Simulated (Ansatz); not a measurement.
# H4SSi2: interaction energy of a dimer with the counterpoise correction, by script

The task is the interaction energy of a dimer with the counterpoise correction, for H4SSi2.

Program: Ansatz 0.2.0 through its Python package. Level of theory: PBE0/cc-pVDZ. These are calculated values, not measurements.

### Step 1. The system

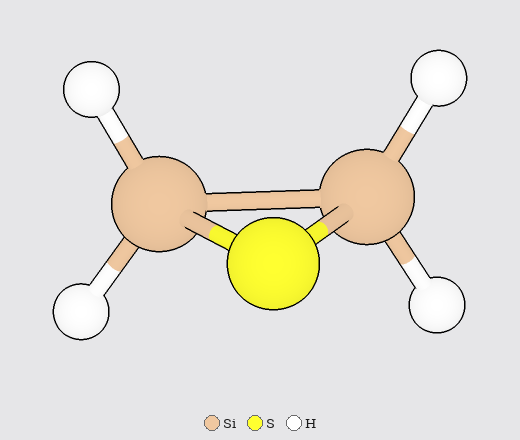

The structure that the script starts from, seen from a chosen angle (silicon light orange, sulfur yellow, hydrogen white).

No structure file is read: the coordinates are typed or built in the script.

### Step 2. The code

The input, dimer.py:

```python
import ansatz

FIRST = [
    ("Si", (-0.8773, -0.1618, -0.6504)),
    ("Si", (0.7797, 0.4797, 0.6464)),
    ("S", (0.4305, -1.5635, 0.0812)),
    ("H", (-2.1951, -0.3472, -0.0747)),
    ("H", (-0.796, -0.0367, -2.1592)),
    ("H", (0.5802, 0.6573, 2.1108)),
    ("H", (2.0783, 0.972, 0.0456)),
]
SECOND = [
    ("Si", (-0.1289, -5.4415, -0.0056)),
    ("Si", (-1.6116, -4.8477, 1.5069)),
    ("S", (-1.8561, -4.507, -0.6003)),
    ("H", (1.0186, -4.588, -0.2445)),
    ("H", (-0.0454, -6.8668, -0.5157)),
    ("H", (-1.4872, -3.5545, 2.2335)),
    ("H", (-2.6455, -5.8373, 1.9983)),
]

def energy(atoms, ghosts=()):
    molecule = ansatz.Crystal.molecule()
    for symbol, xyz in atoms:
        molecule = molecule.atom(symbol, xyz)
    calc = (
        molecule.calculation()
        .basis(gaussian="cc-pVDZ")
        .functional("PBE0")
    )
    deck = calc.input()
    if ghosts:
        deck = deck.set(ansatz.key.basis.gaussian.ghost_atoms, [{"symbol": s, "position_ang": list(xyz)} for s, xyz in ghosts])
    return ansatz.Session.from_dict(deck).plan().execute().report["free_energy_ev"]

both = energy(FIRST + SECOND)
alone = energy(FIRST) + energy(SECOND)
ghosted = energy(FIRST, SECOND) + energy(SECOND, FIRST)
print(f"dimer {both:.6f} eV")
print(f"interaction, uncorrected   {23.060548 * (both - alone):8.3f} kcal/mol")
print(f"interaction, counterpoise  {23.060548 * (both - ghosted):8.3f} kcal/mol")
print(f"basis-set superposition    {23.060548 * (alone - ghosted):8.3f} kcal/mol")
```

### Step 3. Running it

Launch:

```bash
$ python dimer.py
```

**Question.** How large is the interaction at this pose, and how much of it is basis-set superposition?

The runs gave:

| quantity | value |
| --- | --- |
| interaction energy, uncorrected | -1.250 kcal/mol |
| interaction energy, counterpoise | -0.546 kcal/mol |
| runs compared | 5 |

In words: The counterpoise correction takes away 56 % of the apparent binding. Uncorrected it is -1.250 kcal/mol, with the counterpoise correction -0.546 kcal/mol; the difference, 0.704 kcal/mol, is the superposition error. Caveats:
- The dimer is a generated trial pose of unrelaxed monomers, not a minimum, so the figure is no binding energy, and the basis set is small.
- This level lacks the dispersion part of the attraction (electrostatics and induction are there), which can decide the sign where the interaction is weak.
